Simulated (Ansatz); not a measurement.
# BeHg2 (built on the sites of a database entry of CaHg2): following an unstable mode

Wanted: the energy along a soft mode of BeHg2 (built on the sites of a database entry of CaHg2) and the structure at the end.

Calculated with Ansatz 0.2.0; DFT LDA, scalar-relativistic, plane waves, norm-conserving pseudopotentials.

The structure was built from a prototype and need not be the compound's stable phase.

### 1. Starting point

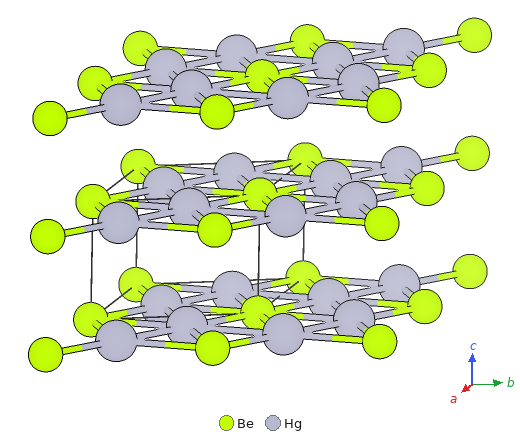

Start, viewed slightly off an axis; beryllium green, mercury light grey. 2×2×2 cells are drawn. Some periodic images of atoms are drawn too.

Structure file:

```cif
data_structure
_symmetry_space_group_name_H-M 'P6/mmm'
_symmetry_Int_Tables_number 191
_cell_length_a 4.5874
_cell_length_b 4.5874
_cell_length_c 3.2111
_cell_angle_alpha 90.000
_cell_angle_beta 90.000
_cell_angle_gamma 120.000
_cell_volume 58.52
loop_
_atom_site_label
_atom_site_type_symbol
_atom_site_symmetry_multiplicity
_atom_site_Wyckoff_symbol
_atom_site_fract_x
_atom_site_fract_y
_atom_site_fract_z
_atom_site_occupancy
Be1 Be 1 a 0.00000 0.00000 0.00000 1
Hg1 Hg 2 c 0.66667 0.33333 0.00000 1
```

### 2. Phonons on a q mesh

The cell comes from relaxations at this level that are not shown. The mesh has a single point along some directions, so zone-edge points there are not solved. Linear response on a 1×1×2 q mesh gives force constants as far as a supercell of that size would.

The input, input.yaml:

```yaml
crystal:
  lattice:
    - [4.5874008262, 0.0, 0.0]
    - [-2.2937004131, 3.9728056528, 0.0]
    - [0.0, 0.0, 3.2110549808]
  atoms:
    - { symbol: Be, position: [0.0, 0.0, 0.0] }
    - { symbol: Hg, position: [0.6666666667, 0.3333333333, 0.9999874254] }
    - { symbol: Hg, position: [0.3333333333, 0.6666666667, 1.25746e-05] }
kpoints:
  mp_grid: { grid: [12, 12, 16] }
hamiltonian:
  xc: lda
  pseudopotentials: { kind: nc }
scf:
  occupations: { method: methfessel_paxton, width: 0.2 }
output:
  eigenvalues: true
phonons:
  method: dfpt
  qmesh: [1, 1, 2]
  temperatures: { t_max: 1000, t_step: 50 }
  qpath:
    path:
      - [[0.0, 0.0, 0.0], [0.5, 0.0, 0.0], [0.33333333, 0.33333333, 0.0], [0.0, 0.0, 0.0], [0.0, 0.0, 0.5], [0.5, 0.0, 0.5], [0.33333333, 0.33333333, 0.5], [0.0, 0.0, 0.5]]
      - [[0.5, 0.0, 0.5], [0.5, 0.0, 0.0]]
      - [[0.33333333, 0.33333333, 0.5], [0.33333333, 0.33333333, 0.0]]
    npoints: 10
```

On the command line:

```bash
$ ansatz run input.yaml --threads 8 --pin off --max-ram 14336MiB --backend cpu --events-out ev --progress --plain --runs-dir out
```

Output:

```text
Warning: at least one further symmetry operation maps every atom of the structure, as the run holds it, onto an atom to within 2.51e-5 (fractional), and is not used: no operation is sought that the atoms, as the run holds them, miss by more than 2.00e-5, twice crystal.symmetry.tolerance (1.0e-5). The run uses 12 unitary operations. The run imposes no operation that its atoms and lattice do not hold. Figures that only [...]
Warning: phonons: the dynamical matrix that this run interpolates holds no multipole term above the dipole-dipole one, and a site of this crystal is no centre of inversion, so its interpolated transverse optical and acoustic branches and sound speeds can stay off near Gamma, and the density of states and the thermodynamics with them. What a run solves at a wave vector of phonons.qpoints, Gamma apart, where the deck admits one, is free of this, and under fd what a larger phonons.supercell samples
Engine: ansatz 0.2.0, aarch64-unknown-linux-gnu
Pseudopotentials: kind: nc
Pseudopotential: Be, nc, valence charge 4, recommended cutoff 1197.300995 eV (normal), Be.nc.azcp (PseudoDojo's, or run here from an input of PseudoDojo's: the run reads no file of this project's for it)
Pseudopotential: Hg, nc, valence charge 20, recommended cutoff 816.341587 eV (normal), Hg.nc.azcp (PseudoDojo's, or run here from an input of PseudoDojo's: the run reads no file of this project's for it)
Functional definition: SPW92
  exchange = slater_x
  correlation = pw_c
Crystal: 3 atoms, lattice volume = 58.521 Å³
Basis set: ecut = 1197.300995 eV, 5485 PW (Γ), exchange–correlation on 108×108×80 points (8 copies of the dense FFT grid, shifted against one another)
Bands: 27, of which v1, the nominal top of the filled ones, is band 22 counted from 1 (21 counted from 0)
Symmetry: 12 space group operations
k-points: 255 of 2304
Non-local potential: Be, projectors of the file, l = 0: 2, l = 1: 2
Non-local potential: Hg, projectors of the file, l = 0: 2, l = 1: 2, l = 2: 2, l = 3: 1
Initial density: superposition of atomic densities (chi_scale 0.1, normalization cell, long waves kept (reshape's long-wave potential 0.00 eV rms))
Initial wavefunctions: pseudopotential atomic-orbital guess
Functional: x = slater, c = lda
SCF iter   1: F=—  HF=-9449.249893 eV  |F-HF|=—  |Δ(HF+E_count)|=         —  Δρ=5.23e-2  dr2=2.78e0  ethr=3.10e-3  ⟨swp⟩=6.6  Hψ=34264  notcnv=0
preconditioner: auto → Kerker (q_TF=auto, 2.602 Å⁻¹)  [metal: Δε(μ)=0.015 eV  Ē_g=10.158 eV  σ=0.200 eV  W_gap=0.06  n_scr=20 (ndim 8)  ℏωp=24.8 eV  f_vac=0.000  D(μ)=0.76/eV (n_scr^D=0)]
SCF iter   2: F=—  HF=-9448.617373 eV  |F-HF|=—  |Δ(HF+E_count)|=   6.33e-1  S|Δr|=    0.00e0  Δρ=2.63e-2  dr2=6.90e-1  ethr=3.10e-3  ⟨swp⟩=3.9  Hψ=13916  notcnv=0  defer=136
SCF iter   3: F=—  HF=-9448.411493 eV  |F-HF|=—  |Δ(HF+E_count)|=   2.06e-1  S|Δr|=    0.00e0  Δρ=5.63e-3  dr2=3.15e-2  ethr=1.57e-3  ⟨swp⟩=2.5  Hψ=9514  notcnv=0  defer=138
SCF iter   4: F=—  HF=-9448.404905 eV  |F-HF|=—  |Δ(HF+E_count)|=   6.59e-3  S|Δr|=    0.00e0  Δρ=1.54e-3  dr2=1.27e-3  ethr=7.16e-5  ⟨swp⟩=2.3  Hψ=11952  notcnv=0  defer=136
SCF iter   5: F=—  HF=-9448.404750 eV  |F-HF|=—  |Δ(HF+E_count)|=   1.55e-4  S|Δr|=    0.00e0  Δρ=5.34e-4  dr2=9.37e-5  ethr=2.89e-6  ⟨swp⟩=2.0  Hψ=12284  notcnv=0  defer=136
SCF iter   6: F=—  HF=-9448.404746 eV  |F-HF|=—  |Δ(HF+E_count)|=   4.31e-6  S|Δr|=    0.00e0  Δρ=8.10e-5  dr2=2.94e-6  ethr=2.13e-7  ⟨swp⟩=2.0  Hψ=11576  notcnv=0  defer=136
SCF iter   7: F=—  HF=-9448.404551 eV  |F-HF|=—  |Δ(HF+E_count)|=   1.94e-4  S|Δr|=    0.00e0  Δρ=1.31e-5  dr2=7.74e-8  ethr=6.68e-9  ⟨swp⟩=2.4  Hψ=12518  notcnv=0  defer=136
SCF iter   8: F=—  HF=-9448.404551 eV  |F-HF|=—  |Δ(HF+E_count)|=   1.13e-8  S|Δr|=    0.00e0  Δρ=2.18e-6  dr2=3.58e-9  ethr=1.76e-10  ⟨swp⟩=2.5  Hψ=12634  notcnv=0  defer=136
SCF iter   9: F=—  HF=-9448.404551 eV  |F-HF|=—  |Δ(HF+E_count)|=  3.20e-10  S|Δr|=    0.00e0  Δρ=6.06e-7  dr2=3.86e-10  ethr=8.14e-12  ⟨swp⟩=2.2  Hψ=9673  notcnv=0  defer=136
SCF iter  10: F=—  HF=-9448.404551 eV  |F-HF|=—  |Δ(HF+E_count)|=  4.18e-11  S|Δr|=    0.00e0  Δρ=2.11e-7  dr2=1.60e-11  ethr=1.00e-12  ⟨swp⟩=2.1  Hψ=8629  notcnv=0  defer=136
SCF iter  11: F=-9448.404551 eV  HF=-9448.404551 eV  |F-HF|=3.64e-12  |Δ(HF+E_count)|=  3.64e-12  S|Δr|=    0.00e0  Δρ=4.29e-8  dr2=4.14e-13  ethr=1.00e-12  ⟨swp⟩=12.2  Hψ=46063  notcnv=0
SCF 1 converged in 11 iterations: F = -9448.404551 eV  dr2 = 4.14e-13
Initial density: read from a saved state, or passed on in memory by an earlier SCF of this step, an earlier step, the calling program or the single point that the run made first
iter 1 solved again at ethr=1.85e-7 eV; its pass at ethr=3.10e-3 eV (dr2=8.16e-5 eV) is discarded
SCF iter   1: F=—  HF=-9448.404730 eV  |F-HF|=—  |Δ(HF+E_count)|=         —  Δρ=1.26e-6  dr2=6.97e-10  ethr=1.85e-7  ⟨swp⟩=4.5  Hψ=61276  notcnv=0
eigensolver tolerance schedule: the retry pair's looser diagonalisation over-reported the residual by 117063.44 of it (diagonalisation noise at an unbounded share of the residual, at the tolerance the schedule requests for it); recorded, not acted on — ethr = c·dr2/N_el stays at c = 1.0e-1
preconditioner: auto → Kerker (q_TF=auto, 2.602 Å⁻¹)  [metal: Δε(μ)=0.027 eV  Ē_g=11.090 eV  σ=0.200 eV  W_gap=0.11  n_scr=20 (ndim 8)  ℏωp=24.8 eV  f_vac=0.000  D(μ)=0.62/eV (n_scr^D=0)]
SCF iter   2: F=—  HF=-9448.404551 eV  |F-HF|=—  |Δ(HF+E_count)|=   1.78e-4  S|Δr|=    0.00e0  Δρ=7.38e-7  dr2=2.43e-10  ethr=1.58e-12  ⟨swp⟩=4.5  Hψ=24075  notcnv=0
SCF iter   3: F=—  HF=-9448.404551 eV  |F-HF|=—  |Δ(HF+E_count)|=  5.46e-11  S|Δr|=    0.00e0  Δρ=4.51e-7  dr2=8.53e-11  ethr=1.00e-12  ⟨swp⟩=1.0  Hψ=6885  notcnv=0
SCF iter   4: F=—  HF=-9448.404551 eV  |F-HF|=—  |Δ(HF+E_count)|=  2.00e-11  S|Δr|=    0.00e0  Δρ=2.63e-7  dr2=3.05e-11  ethr=1.00e-12  ⟨swp⟩=1.0  Hψ=6885  notcnv=0
SCF iter   5: F=—  HF=-9448.404551 eV  |F-HF|=—  |Δ(HF+E_count)|=  7.28e-12  S|Δr|=    0.00e0  Δρ=1.81e-7  dr2=1.42e-11  ethr=1.00e-12  ⟨swp⟩=1.0  Hψ=6885  notcnv=0
SCF iter   6: F=-9448.404551 eV  HF=-9448.404551 eV  |F-HF|=7.28e-12  |Δ(HF+E_count)|=    0.00e0  S|Δr|=    0.00e0  Δρ=1.45e-7  dr2=9.30e-12  ethr=1.00e-12  ⟨swp⟩=4.1  Hψ=16700  notcnv=0
SCF 2 converged in 6 iterations: F = -9448.404551 eV  dr2 = 9.30e-12
phonons: the bands overlap, so this run is a metal and interpolates without the dipole-dipole term. If the crystal is really an insulator or semiconductor, its LO-TO splitting is missing
NSCF: frozen V_eff on 255 k-points
NSCF: frozen V_eff on 632 k-points
DFPT response loops at q = (0, 0, 0) (fractional): preconditioner auto → Kerker (q_TF=auto, 2.602 Å⁻¹) (partly filled bands, converged f_vac=0.000); β = 1.00, the filter's whole step (`scf.mixing.beta` (0.50) is not read by the response loops under this deck's `scf.mixing.preconditioner`; to damp them name `kerker` or `kerker_dos`, under which they read `scf.mixing.beta`, and type it under 1.00, their step now; both keys bind the ground state too); Broyden in place of MSR1
NSCF: frozen V_eff on 1264 k-points
DFPT response loops at q = (0, 0, -0.5) (fractional): mixed as the last ones told, above
SCF converged after 11 iterations
Stability not checked: this state was not tested for a lower state beside it, because cold or Methfessel-Paxton smearing, or corrected tetrahedra, fill the levels in a way that the test cannot read (fill_not_monotonic; see scf.lower_state_search)
Free energy (F): -9448.404551 eV
Harris-Foulkes:  -9448.404551 eV  (|F-HF|=3.64e-12)
Internal energy: -9448.406350 eV  (E = F + TS)
E sigma→0 (E₀):  -9448.405001 eV
Entropy (-TS):   0.001799 eV (0.600 meV/atom)
Fermi energy:    13.232913 eV
--- Per-component energies (eV) ---
  E_band       = -1033.434984
  E_kinetic    = 2817.582805
  E_local      = -7843.306822  (includes V_loc(G=0)·N_el)
  E_nonlocal   = 93.811580
  E_hartree    = 2541.819682
  E_xc         = -1556.598759
  E_vxc        = -1185.161918  (∫ρ·V_xc dr)
  E_ewald      = -5501.714836
  E_smearing   = 0.001799  (= −TS)
  E_closure    = -0.000000  (closes the sum)
  Σ components = -9448.404551   (vs F -9448.404551, Δ=0.00e0)
--- Band table (eV; the first three rows and the last of 255) ---
  k-point 0: bands = [... 18 lower, 6.5597, 6.5597, 14.6307, 14.8473, 15.0798, 15.0798, 15.4430, 15.4430, ... 1 higher]
  k-point 1: bands = [... 18 lower, 6.5438, 6.5438, 14.6378, 14.8809, 15.1571, 15.1571, 15.4821, 15.4821, ... 1 higher]
  k-point 2: bands = [... 18 lower, 6.4987, 6.4987, 14.6199, 14.9850, 15.3809, 15.3809, 15.5972, 15.5972, ... 1 higher]
  k-point 254: bands = [... 18 lower, 7.3183, 9.7274, 9.7274, 10.8180, 13.5186, 13.7994, 13.7994, 19.9120, ... 1 higher]
--- Phonons (Γ-DFPT): 4 representative perturbations + reference (Σ response iterations 10) ---
  ASR residual: 1.370e-4 → 0.000e0 eV/Å²; symmetrization residual: 1.582e-6 eV/Å²
  ASR residual per site (eV/Å²): 9.78e-7 1.37e-4 1.37e-4
  Γ frequencies (cm⁻¹): 0.00 0.00 0.00 27.47 165.15 165.15 216.11 238.76 238.76
--- Phonons (arbitrary-q DFPT): 2 irreducible q on the 1×1×2 mesh ---
  q = [0.0000, 0.0000, 0.0000] (star 1, of the zone-centre solve; hermiticity 3.01e-7, symmetrization 1.24e-13): -0.00 -0.00 0.00 27.47 165.15 165.15 216.11 238.76 238.76
  q = [0.0000, 0.0000, -0.5000] (star 1, 4 solved perturbations in 1774 linear systems a pass and spin channel, the states on 632 of 2304 k-point pairs; hermiticity 1.33e-7, symmetrization 3.42e-12, the responses' own estimated error 3.6e-5 eV/Å²): -29.89 -29.89 16.99 71.13 118.41 165.33 165.33 245.83 245.83
  sum rule: each row above includes the acoustic sum rule's correction from the zone centre's row sums; it moved no ω² by more than (0.43 cm⁻¹)²
  mesh force constants: q→R imaginary residual 0.00e0; ASR residual 1.370e-4 → 0.000e0 eV/Å²; symmetrization residual 5.329e-15 eV/Å²
  interpolated dispersion: 93 rows × 9 modes
  density of states and harmonic sums: on the 16×16×20 q-mesh, interpolated from the force constants of a 1×1×2 supercell (no non-analytic term)
  largest difference from the sums on the solved wave vectors: F 5.04e-1 eV, S 7.15e-4 and C_V 2.12e-4 eV/K
  zero-point energy: 0.072833 eV/cell   skipped modes (ω ≤ 0): 53, of them read as no rigid motion or as one in doubt: 50 (4.492e-2 modes/cell left out, lowest -29.89 cm⁻¹)   left out of the sums: 5.06e-3 of the cell's modes: C_V's classical limit lies that fraction below 3 k_B per atom; for a crystal, a wire or a layer, F and S can be off by more, and a phonons.interpolated_qmesh denser along its periods is the remedy for the sampling
```

Run time: 5.6 min. Hardware: 8 threads of Arm Neoverse V1, shared host; peak memory 7.7 GiB.

In the SCF lines HF is the Harris–Foulkes energy and dr2 the Hartree energy of the density residual, in eV; the loop may stop once dr2 is under the threshold and the program's other checks hold. Hψ counts applications of the Hamiltonian.

This step gave:

- volume per atom: 19.51 Å³
- gap on the k-mesh: 0 eV
- sum-rule residual before enforcement: 1.37e-4 eV/Å²
- point group: -3m
- highest optical mode at the zone centre (no LO-TO term): 238.8 cm⁻¹
- lowest optical zone-centre mode: 27.47 cm⁻¹
- lowest mode on the q mesh (acoustic modes at Γ apart): -29.89 cm⁻¹
- highest frequency at a solved wavevector (no LO-TO term at Γ): 245.8 cm⁻¹

Frequencies (cm⁻¹) solved at each irreducible wavevector; negative means imaginary. Frequencies by wavevector, by row:

| q in reciprocal lattice units | star | mode 1 | mode 2 | mode 3 | mode 4 | mode 5 | mode 6 | mode 7 | mode 8 | mode 9 |
| --- | --- | --- | --- | --- | --- | --- | --- | --- | --- | --- |
| 0 0 0 | 1 | 0 | 0 | 0 | 27.5 | 165.2 | 165.2 | 216.1 | 238.8 | 238.8 |
| 0 0 -0.5 | 1 | -29.9 | -29.9 | 17 | 71.1 | 118.4 | 165.3 | 165.3 | 245.8 | 245.8 |

Symmetry leaves 2 wavevectors to solve. The lowest mode among them, the acoustic zeros apart, lies at q = (0, 0, -0.5) and is imaginary, 29.9i cm⁻¹, so the energy falls along it.

### 3. The mode frozen in, largest atomic shift 0 Å

The mode followed lies at q = (0, 0, -0.5) with frequency 29.9i cm⁻¹ and is 2-fold degenerate, the softest among the wavevectors solved. At small amplitude the distorted cell has space group no. 11 by a symmetry search on the positions. The undistorted cell that holds it gives the zero of energy on the same k mesh.

System of this step: BeHg2 (built on the sites of a database entry of CaHg2). Symmetry: P6/mmm, No. 191, hexagonal system. The conventional cell has a = 4.587 Å, b = 4.587 Å, c = 3.211 Å, α = 90.00°, β = 90.00°, γ = 120.00°. Be has 6 Hg at 2.65 Å nearest. Hg has 3 Be at 2.65 Å and 3 Hg at 2.65 Å nearest. Farther neighbours are not listed.

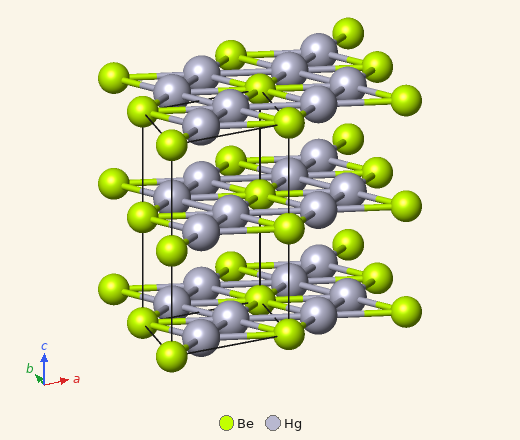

The cell of this step (beryllium green, mercury light grey). 2×2×1 cells are drawn. Some periodic images of atoms are drawn too.

The input, input.yaml:

```yaml
crystal:
  lattice:
    - [4.5874008262, 0.0, 0.0]
    - [2.2937004131, 3.9728056528, 0.0]
    - [0.0, 0.0, 6.4221099616]
  atoms:
    - { symbol: Be, position: [0.0, 0.0, 0.5] }
    - { symbol: Be, position: [0.0, 0.0, 0.0] }
    - { symbol: Hg, position: [0.3333333333, 0.3333333333, 0.4999937127] }
    - { symbol: Hg, position: [0.3333333333, 0.3333333333, 0.9999937127] }
    - { symbol: Hg, position: [0.6666666667, 0.6666666667, 6.2873e-06] }
    - { symbol: Hg, position: [0.6666666667, 0.6666666667, 0.5000062873] }
kpoints:
  mp_grid: { grid: [9, 9, 6] }
hamiltonian:
  xc: lda
  pseudopotentials: { kind: nc }
scf:
  occupations: { method: methfessel_paxton, width: 0.2 }
output:
  forces: true
  stress: true
  eigenvalues: true
```

Output:

```text
[...]
k-point 0: bands = [... 40 lower, 9.5909, 14.6313, 14.8485, 15.0809, 15.0809, 15.4444, 15.4444, 16.8625, ... 5 higher]
  k-point 1: bands = [... 40 lower, 10.5143, 14.6403, 14.9086, 15.2174, 15.2174, 15.5137, 15.5137, 16.4178, ... 5 higher]
  k-point 2: bands = [... 40 lower, 11.9651, 14.4878, 15.0992, 15.6020, 15.6020, 15.7142, 15.7142, 15.7979, ... 5 higher]
  k-point 47: bands = [... 40 lower, 7.8658, 7.8658, 9.4898, 9.4898, 15.8948, 15.8948, 17.4513, 17.4513, ... 5 higher]
[key lines of the parts left out:]
SCF converged after 8 iterations
Free energy (F): -18896.802174 eV
Fermi energy:    13.193205 eV
P = ⅓ Tr σ = 0.0502 GPa (0.502 kbar)
```

Elapsed: 11 s, on 8 threads; peak memory 1.7 GiB.

This step gave:

* pressure: 0.05023 GPa
* energy from the undistorted cell: 0 meV/atom

The run ends at a pressure of 0.05 GPa.

### 4. The mode frozen in, largest atomic shift 0.6 Å

The atoms are moved along the unstable eigenvector, the largest shift by 0.6 Å, with the cell fixed.

input.yaml, the sections that differ from step 3:

```yaml
crystal:
  lattice:
    - [4.5874008262, 0.0, 0.0]
    - [2.2937004131, 3.9728056528, 0.0]
    - [0.0, 0.0, 6.4221099616]
  atoms:
    - { symbol: Be, position: [-0.0213470117, -0.1188063862, 0.5] }
    - { symbol: Be, position: [0.0213470117, 0.1188063862, 0.0] }
    - { symbol: Hg, position: [0.3163932184, 0.2390534469, 0.4999937127] }
    - { symbol: Hg, position: [0.3502734483, 0.4276132197, 0.9999937127] }
    - { symbol: Hg, position: [0.6836067816, 0.7609465531, 6.2873e-06] }
    - { symbol: Hg, position: [0.6497265517, 0.5723867803, 0.5000062873] }
# kpoints, hamiltonian, scf, output: as in step 3
```

Output:

```text
[...]
Crystal: 6 atoms, lattice volume = 117.042 Å³
Basis set: ecut = 1197.300995 eV, 10987 PW (Γ)
Bands: 53, of which v1, the nominal top of the filled ones, is band 44 counted from 1 (43 counted from 0)
Symmetry: 4 space group operations
[...]
k-points: 164 of 486
[...]
k-point 0: bands = [... 40 lower, 9.5990, 14.7642, 14.7769, 14.9294, 14.9645, 15.5508, 15.6168, 16.7205, ... 5 higher]
  k-point 1: bands = [... 40 lower, 10.4803, 14.8131, 14.8307, 15.0366, 15.0554, 15.6225, 15.6916, 16.4492, ... 5 higher]
  k-point 2: bands = [... 40 lower, 11.9648, 14.7177, 15.0357, 15.2878, 15.3271, 15.7332, 15.8323, 15.8966, ... 5 higher]
  k-point 163: bands = [... 40 lower, 7.8557, 7.8557, 11.0296, 11.0296, 15.4367, 15.4367, 16.1387, 16.1387, ... 5 higher]
[key lines of the parts left out:]
SCF converged after 8 iterations
Free energy (F): -18896.952926 eV
Fermi energy:    13.137108 eV
P = ⅓ Tr σ = -0.3190 GPa (-3.190 kbar)
```

Run time: 32 s. Hardware: 8 threads; peak memory 3 GiB; 4.2 min of CPU time.

This step gave:

```
pressure                         : -0.3190 GPa
energy from the undistorted cell : -25.05 meV/atom
```

The energy, extrapolated to zero smearing, is -25.05 meV/atom against the undistorted cell.

The run ends at a pressure of -0.32 GPa, with forces up to 0.23 eV/Å.

### 5. Energy along the mode, all amplitudes (two of the runs are shown above)

An imaginary frequency means negative curvature, so the energy should fall and then rise again as anharmonic terms take over.

Numbers from this step:

* depth at the lowest point sampled: 25.05 meV/atom
* largest atomic shift at that point: 0.6 Å

Table of energy from the parent by largest atomic shift:

| largest atomic shift (Å) | energy from the parent (meV/atom) |
| --- | --- |
| 0.000 | 0 |
| 0.040 | -0.214 |
| 0.080 | -0.847 |
| 0.140 | -2.55 |
| 0.220 | -6.11 |
| 0.320 | -11.7 |
| 0.450 | -19.0 |
| 0.600 | -25.1 |

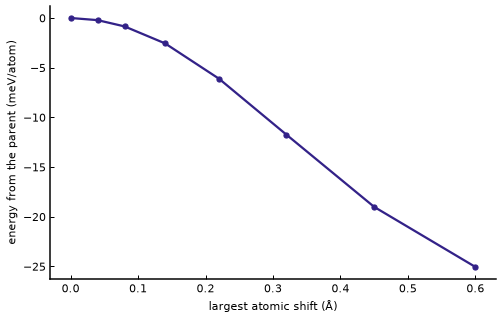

Energy from the parent, plotted against largest atomic shift.

Displacement at unit largest shift by atom:

| atom | x (Å) | y (Å) | z (Å) | size |
| --- | --- | --- | --- | --- |
| Be1 | -0.62 | -0.79 | 0.00 | 1.00 |
| Be2 | 0.62 | 0.79 | 0.00 | 1.00 |
| Hg3 | -0.49 | -0.62 | 0.00 | 0.79 |
| Hg4 | 0.49 | 0.62 | 0.00 | 0.79 |
| Hg5 | 0.49 | 0.62 | 0.00 | 0.79 |
| Hg6 | -0.49 | -0.62 | 0.00 | 0.79 |

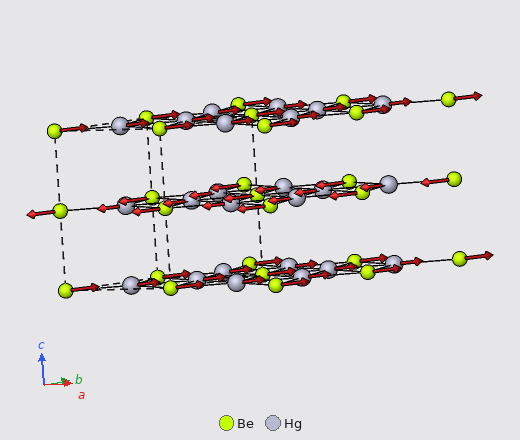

Displacement at unit largest shift as arrows, the longest 1.00 Å. 2×2×1 cells are drawn. Some periodic images of atoms are drawn too.

The lowest of the steps tried is the last one, at 0.6 Å, 25.1 meV/atom below the parent; the bottom of the well need not coincide with a step.

[end of part 1 of 3]

[Logs are printed without paths, hosts, clocks, repeated set-up lines and the standing remarks that a program may print on its own settings, such as how far it seeks lower states.]

[Hosts, paths, dates, database ids (printed as entryN), source tags and the programs' standing remarks are cut or masked in the printed files.]
